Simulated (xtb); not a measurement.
**Run report: C2H4AlFO (charge −1), molecular dynamics (part 2 of 4)**

C2H4AlFO, charge −1, multiplicity 2; GFN2-xTB, GBSA solvent n-hexane (xtb 6.7.1). The geometry is that of the parent species in another charge or spin state.

Geometry of the input (Å):
```
C  -1.8373  -0.0391  0.0440
Al 0.0785  -0.5791  -0.2569
O  1.6669  -0.5798  -1.1529
C  1.9558  0.0232  0.0544
F  2.1399  1.3915  0.0861
H  -2.0052  -0.2016  1.1177
H  -2.5237  -0.5629  -0.6234
H  -1.9603  1.0507  -0.1283
H  2.4854  -0.5029  0.8594
```

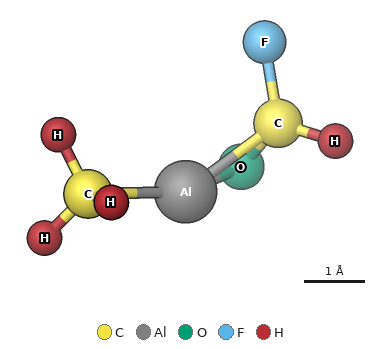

**Figure 1.** The input geometry (ball-and-stick view, seen at a tilt). Sticks mark near contacts.

What the program printed, continued
```
 iter      E             dE          RMSdq      gap      omega  full diag
   1    -16.4647142 -0.164647E+02  0.372E-01    2.86       0.0  T
   2    -16.4647499 -0.356728E-04  0.287E-01    2.86       1.0  T
   3    -16.4647507 -0.753018E-06  0.194E-01    2.87       1.0  T
   4    -16.4647463  0.437857E-05  0.616E-02    2.87       1.0  T
   5    -16.4647532 -0.695879E-05  0.155E-02    2.87       2.1  T
   6    -16.4647537 -0.424743E-06  0.615E-03    2.86       5.4  T
   7    -16.4647537 -0.378278E-07  0.355E-03    2.86       9.4  T
   8    -16.4647537 -0.711924E-08  0.120E-03    2.86      27.9  T
   9    -16.4647537 -0.100062E-08  0.489E-04    2.86      68.1  T
  10    -16.4647537 -0.127557E-09  0.153E-04    2.86     218.6  T
     SCC iter.                  ...        0 min,  0.003 sec
     gradient                   ...        0 min,  0.002 sec
 * total energy  :   -16.3742685 Eh     change       -0.6901774E-03 Eh
   gradient norm :     0.0156309 Eh/α   predicted    -0.4348003E-03 ( -37.00%)
   displ. norm   :     0.3274918 α      lambda       -0.1841820E-02
   maximum displ.:     0.2418540 α      in ANC's #3, #2, #6, ...

........................................................................
.............................. CYCLE    6 ..............................
........................................................................

 iter      E             dE          RMSdq      gap      omega  full diag
   1    -16.4679518 -0.164680E+02  0.851E-01    2.89       0.0  T
   2    -16.4680762 -0.124400E-03  0.622E-01    2.92       1.0  T
   3    -16.4680472  0.289999E-04  0.263E-01    2.93       1.0  T
   4    -16.4680604 -0.132032E-04  0.137E-01    2.93       1.0  T
   5    -16.4680921 -0.317901E-04  0.244E-02    2.93       1.4  T
   6    -16.4680925 -0.327329E-06  0.113E-02    2.93       3.0  T
   7    -16.4680925 -0.529093E-07  0.792E-03    2.93       4.2  T
   8    -16.4680926 -0.407959E-07  0.258E-03    2.93      12.9  T
   9    -16.4680926 -0.350412E-08  0.117E-03    2.93      28.6  T
  10    -16.4680926 -0.679652E-09  0.542E-04    2.93      61.5  T
  11    -16.4680926 -0.940439E-10  0.212E-04    2.93     157.5  T
     SCC iter.                  ...        0 min,  0.003 sec
     gradient                   ...        0 min,  0.002 sec
 * total energy  :   -16.3755633 Eh     change       -0.1294808E-02 Eh
   gradient norm :     0.0147894 Eh/α   predicted    -0.1019679E-02 ( -21.25%)
   displ. norm   :     0.3668459 α      lambda       -0.1082705E-02
   maximum displ.:     0.2987025 α      in ANC's #3, #2, #6, ...

........................................................................
.............................. CYCLE    7 ..............................
........................................................................

 iter      E             dE          RMSdq      gap      omega  full diag
   1    -16.4673035 -0.164673E+02  0.715E-01    2.94       0.0  T
   2    -16.4673542 -0.506633E-04  0.547E-01    2.97       1.0  T
   3    -16.4673205  0.336720E-04  0.176E-01    2.97       1.0  T
   4    -16.4673559 -0.353621E-04  0.912E-02    2.98       1.0  T
   5    -16.4673657 -0.981089E-05  0.302E-02    2.98       1.1  T
   6    -16.4673658 -0.130988E-06  0.952E-03    2.97       3.5  T
   7    -16.4673660 -0.209130E-06  0.538E-03    2.97       6.2  T
   8    -16.4673661 -0.333234E-07  0.266E-03    2.97      12.5  T
   9    -16.4673661 -0.288503E-08  0.534E-04    2.97      62.4  T
  10    -16.4673661  0.870770E-11  0.398E-04    2.97      83.8  T
     SCC iter.                  ...        0 min,  0.003 sec
     gradient                   ...        0 min,  0.002 sec
 * total energy  :   -16.3762884 Eh     change       -0.7250521E-03 Eh
   gradient norm :     0.0167289 Eh/α   predicted    -0.6142019E-03 ( -15.29%)
   displ. norm   :     0.2790775 α      lambda       -0.7690358E-03
   maximum displ.:     0.2222196 α      in ANC's #3, #2, #6, ...

........................................................................
.............................. CYCLE    8 ..............................
........................................................................

 iter      E             dE          RMSdq      gap      omega  full diag
   1    -16.4670037 -0.164670E+02  0.435E-01    2.97       0.0  T
   2    -16.4670290 -0.253708E-04  0.369E-01    2.99       1.0  T
   3    -16.4670281  0.944323E-06  0.175E-01    2.99       1.0  T
   4    -16.4670384 -0.102771E-04  0.503E-02    3.00       1.0  T
   5    -16.4670409 -0.251090E-05  0.233E-02    3.00       1.4  T
   6    -16.4670411 -0.169892E-06  0.850E-03    2.99       3.9  T
   7    -16.4670412 -0.186479E-06  0.212E-03    2.99      15.7  T
   8    -16.4670413 -0.388304E-08  0.139E-03    2.99      23.9  T
   9    -16.4670413 -0.451852E-09  0.354E-04    2.99      94.0  T
  10    -16.4670413 -0.602114E-10  0.125E-04    2.99     265.9  T
     SCC iter.                  ...        0 min,  0.003 sec
     gradient                   ...        0 min,  0.002 sec
 * total energy  :   -16.3768078 Eh     change       -0.5194325E-03 Eh
   gradient norm :     0.0118493 Eh/α   predicted    -0.4144647E-03 ( -20.21%)
   displ. norm   :     0.1662703 α      lambda       -0.5491234E-03
   maximum displ.:     0.1333764 α      in ANC's #3, #4, #6, ...

........................................................................
.............................. CYCLE    9 ..............................
........................................................................

 iter      E             dE          RMSdq      gap      omega  full diag
   1    -16.4684322 -0.164684E+02  0.242E-01    2.99       0.0  T
   2    -16.4684509 -0.187345E-04  0.208E-01    3.00       1.0  T
   3    -16.4684530 -0.209055E-05  0.145E-01    3.00       1.0  T
   4    -16.4684482  0.475392E-05  0.663E-02    3.00       1.0  T
   5    -16.4684539 -0.563043E-05  0.146E-02    3.00       2.3  T
   6    -16.4684539 -0.666407E-07  0.537E-03    3.00       6.2  T
   7    -16.4684540 -0.220298E-07  0.285E-03    3.00      11.7  T
   8    -16.4684540 -0.472521E-08  0.666E-04    3.00      50.0  T
   9    -16.4684540 -0.260069E-09  0.268E-04    3.00     124.6  T
     SCC iter.                  ...        0 min,  0.002 sec
     gradient                   ...        0 min,  0.002 sec
 * total energy  :   -16.3771673 Eh     change       -0.3595288E-03 Eh
   gradient norm :     0.0102613 Eh/α   predicted    -0.2821512E-03 ( -21.52%)
   displ. norm   :     0.1539488 α      lambda       -0.3492061E-03
   maximum displ.:     0.1345243 α      in ANC's #3, #2, #6, ...

........................................................................
.............................. CYCLE   10 ..............................
........................................................................

 iter      E             dE          RMSdq      gap      omega  full diag
   1    -16.4690454 -0.164690E+02  0.249E-01    3.01       0.0  T
   2    -16.4690555 -0.100772E-04  0.173E-01    3.01       1.0  T
   3    -16.4690479  0.761941E-05  0.105E-01    3.01       1.0  T
   4    -16.4690582 -0.103281E-04  0.221E-02    3.01       1.5  T
   5    -16.4690591 -0.843027E-06  0.152E-02    3.01       2.2  T
   6    -16.4690592 -0.128246E-06  0.487E-03    3.01       6.8  T
   7    -16.4690592 -0.183522E-08  0.244E-03    3.01      13.7  T
   8    -16.4690592 -0.516405E-08  0.111E-03    3.01      29.9  T
   9    -16.4690592 -0.100443E-08  0.303E-04    3.01     110.0  T
  10    -16.4690592 -0.661160E-10  0.898E-05    3.01     371.2  T
     SCC iter.                  ...        0 min,  0.002 sec
     gradient                   ...        0 min,  0.002 sec
 * total energy  :   -16.3774293 Eh     change       -0.2619167E-03 Eh
   gradient norm :     0.0094912 Eh/α   predicted    -0.1787416E-03 ( -31.76%)
   displ. norm   :     0.1648901 α      lambda       -0.4055327E-03
   maximum displ.:     0.1288146 α      in ANC's #3, #1, #15, ...

........................................................................
.............................. CYCLE   11 ..............................
........................................................................

 iter      E             dE          RMSdq      gap      omega  full diag
   1    -16.4714945 -0.164715E+02  0.352E-01    3.03       0.0  T
   2    -16.4715079 -0.134072E-04  0.243E-01    3.03       1.0  T
   3    -16.4714875  0.203650E-04  0.152E-01    3.03       1.0  T
   4    -16.4715102 -0.226888E-04  0.308E-02    3.02       1.1  T
   5    -16.4715121 -0.192902E-05  0.111E-02    3.03       3.0  T
   6    -16.4715121 -0.133660E-07  0.674E-03    3.02       4.9  T
   7    -16.4715122 -0.346600E-07  0.242E-03    3.02      13.8  T
   8    -16.4715122 -0.227570E-08  0.108E-03    3.02      30.7  T
   9    -16.4715122 -0.652971E-09  0.331E-04    3.02     100.6  T
  10    -16.4715122 -0.896065E-10  0.590E-05    3.02     564.7  T
     SCC iter.                  ...        0 min,  0.002 sec
     gradient                   ...        0 min,  0.002 sec
 * total energy  :   -16.3776815 Eh     change       -0.2522654E-03 Eh
   gradient norm :     0.0056659 Eh/α   predicted    -0.2082786E-03 ( -17.44%)
   displ. norm   :     0.3346655 α      lambda       -0.3472421E-03
   maximum displ.:     0.2959389 α      in ANC's #3, #1, #6, ...

........................................................................
.............................. CYCLE   12 ..............................
........................................................................

 iter      E             dE          RMSdq      gap      omega  full diag
   1    -16.4677585 -0.164678E+02  0.562E-01    3.06       0.0  T
   2    -16.4677759 -0.174145E-04  0.363E-01    3.07       1.0  T
   3    -16.4677484  0.275714E-04  0.164E-01    3.05       1.0  T
   4    -16.4677829 -0.344935E-04  0.248E-02    3.06       1.3  T
   5    -16.4677830 -0.120893E-06  0.178E-02    3.06       1.9  T
   6    -16.4677831 -0.117719E-06  0.781E-03    3.06       4.3  T
   7    -16.4677832 -0.650803E-07  0.233E-03    3.06      14.3  T
   8    -16.4677832 -0.385470E-08  0.949E-04    3.06      35.1  T
   9    -16.4677832 -0.246946E-09  0.345E-04    3.06      96.5  T
     SCC iter.                  ...        0 min,  0.002 sec
     gradient                   ...        0 min,  0.002 sec
 * total energy  :   -16.3777374 Eh     change       -0.5590803E-04 Eh
   gradient norm :     0.0108304 Eh/α   predicted    -0.1930677E-03 ( 245.33%)
   displ. norm   :     0.0979005 α      lambda       -0.3011084E-03
   maximum displ.:     0.0810216 α      in ANC's #3, #2, #6, ...

........................................................................
.............................. CYCLE   13 ..............................
........................................................................

 iter      E             dE          RMSdq      gap      omega  full diag
   1    -16.4708392 -0.164708E+02  0.201E-01    3.06       0.0  T
   2    -16.4708451 -0.589473E-05  0.135E-01    3.05       1.0  T
   3    -16.4708432  0.189957E-05  0.826E-02    3.06       1.0  T
   4    -16.4708474 -0.412994E-05  0.164E-02    3.05       2.0  T
   5    -16.4708476 -0.265215E-06  0.768E-03    3.05       4.3  T
   6    -16.4708478 -0.144947E-06  0.363E-03    3.05       9.2  T
   7    -16.4708478 -0.170775E-09  0.177E-03    3.05      18.8  T
   8    -16.4708478 -0.304227E-08  0.419E-04    3.05      79.6  T
   9    -16.4708478 -0.129486E-09  0.195E-04    3.05     170.6  T
     SCC iter.                  ...        0 min,  0.002 sec
     gradient                   ...        0 min,  0.002 sec
 * total energy  :   -16.3779032 Eh     change       -0.1657615E-03 Eh
   gradient norm :     0.0035713 Eh/α   predicted    -0.1519974E-03 (  -8.30%)
   displ. norm   :     0.0731716 α      lambda       -0.6086910E-04
   maximum displ.:     0.0460815 α      in ANC's #1, #3, #4, ...

........................................................................
.............................. CYCLE   14 ..............................
........................................................................

 iter      E             dE          RMSdq      gap      omega  full diag
   1    -16.4711242 -0.164711E+02  0.975E-02    3.06       0.0  T
   2    -16.4711251 -0.873840E-06  0.648E-02    3.06       1.0  T
   3    -16.4711250  0.572752E-07  0.175E-02    3.06       1.9  T
   4    -16.4711251 -0.944948E-07  0.111E-02    3.06       3.0  T
   5    -16.4711252 -0.902340E-07  0.307E-03    3.06      10.9  T
   6    -16.4711252  0.143573E-08  0.177E-03    3.06      18.8  T
   7    -16.4711252 -0.224828E-08  0.800E-04    3.06      41.6  T
   8    -16.4711252 -0.374090E-09  0.180E-04    3.06     185.1  T
     SCC iter.                  ...        0 min,  0.002 sec
     gradient                   ...        0 min,  0.002 sec
 * total energy  :   -16.3779484 Eh     change       -0.4525437E-04 Eh
   gradient norm :     0.0028216 Eh/α   predicted    -0.3059872E-04 ( -32.39%)
   displ. norm   :     0.0963990 α      lambda       -0.5118028E-04
   maximum displ.:     0.0655734 α      in ANC's #3, #1, #4, ...

   *** GEOMETRY OPTIMIZATION CONVERGED AFTER 14 ITERATIONS ***

------------------------------------------------------------------------
 total energy gain   :        -0.0395913 Eh      -24.8439 kcal/mol
 total RMSD          :         0.6566075 a0        0.3475 Å
 total power (kW/mol):        -7.4247762 (step)-1394.9231 (real)
------------------------------------------------------------------------

 ANCopt (total)                0 d,  0 h,  0 min,  0.075 sec
 optimizer setup                ...        0 min,  0.000 sec (  0.170%)
 model hessian                  ...        0 min,  0.000 sec (  0.399%)
 ANC generation                 ...        0 min,  0.000 sec (  0.179%)
 coordinate transformation      ...        0 min,  0.000 sec (  0.130%)
 single point calculation       ...        0 min,  0.071 sec ( 95.639%)
 optimization log               ...        0 min,  0.001 sec (  0.952%)
 hessian update                 ...        0 min,  0.000 sec (  0.124%)
 rational function              ...        0 min,  0.001 sec (  1.130%)

================
 final structure:
================
9
 xtb: 6.7.1
C           -1.71808533245271       -0.02650077443751        0.02636060001450
Al           0.07982193210383       -1.07178884626901       -0.05239246462036
O            1.42165956389068       -0.48267563756925       -1.06572173416778
C            1.76815762484539       -0.02845671077210        0.25167060910466
F            1.85918060353528        1.41331730495694        0.22208536061197
H           -2.19117108525768       -0.15715507437949        1.00701876078038
H           -2.44508312006738       -0.37360610116143       -0.71962852350276
H           -1.59538181306988        1.04919061316462       -0.12510119972309
H            2.82089962647244       -0.32232677353272        0.45570859150249

 Bond Distances (Angstroems)
 ---------------------------
C1-Al2=2.0812        C1-H6=1.0966         C1-H7=1.0980         C1-H8=1.0932         Al2-C1=2.0812        Al2-O3=1.7817
Al2-C4=2.0079        O3-Al2=1.7817        O3-C4=1.4359         C4-Al2=2.0079        C4-O3=1.4359         C4-F5=1.4449
C4-H9=1.1119         F5-C4=1.4449         H6-C1=1.0966         H7-C1=1.0980         H8-C1=1.0932         H9-C4=1.1119
 C  H  Rav=1.0999 sigma=0.0071  Rmin=1.0932  Rmax=1.1119     4
 O  C  Rav=1.4359 sigma=0.0000  Rmin=1.4359  Rmax=1.4359     1
 F  C  Rav=1.4449 sigma=0.0000  Rmin=1.4449  Rmax=1.4449     1
 Al C  Rav=2.0445 sigma=0.0367  Rmin=2.0079  Rmax=2.0812     2
 Al O  Rav=1.7817 sigma=0.0000  Rmin=1.7817  Rmax=1.7817     1

 selected bond angles (degree)
 --------------------
H6-C1-Al2=110.28               H7-C1-Al2=112.80               H7-C1-H6=106.52                H8-C1-Al2=113.08
H8-C1-H6=106.83                H8-C1-H7=106.93                O3-Al2-C1=120.40               C4-Al2-C1=117.37
C4-Al2-O3= 44.03               C4-O3-Al2= 76.38               O3-C4-Al2= 59.59               F5-C4-Al2=124.64
F5-C4-O3=108.18                H9-C4-Al2=133.36               H9-C4-O3=108.25                H9-C4-F5=102.00

 selected dihedral angles (degree)
 ---------------------------------
O3-Al2-C1-H6=210.44           O3-Al2-C1-H7= 91.49           O3-Al2-C1-H8=329.99           C4-Al2-C1-H6=261.03
C4-Al2-C1-H7=142.08           C4-Al2-C1-H8= 20.57           C4-O3-Al2-C1= 99.20           O3-C4-Al2-C1=253.48
F5-C4-Al2-C1=345.44           F5-C4-Al2-O3= 91.97           H9-C4-Al2-C1=166.61           H9-C4-Al2-O3=273.14
F5-C4-O3-Al2=239.94           H9-C4-O3-Al2=130.15
           -------------------------------------------------
          |                Final Singlepoint                |
           -------------------------------------------------
```
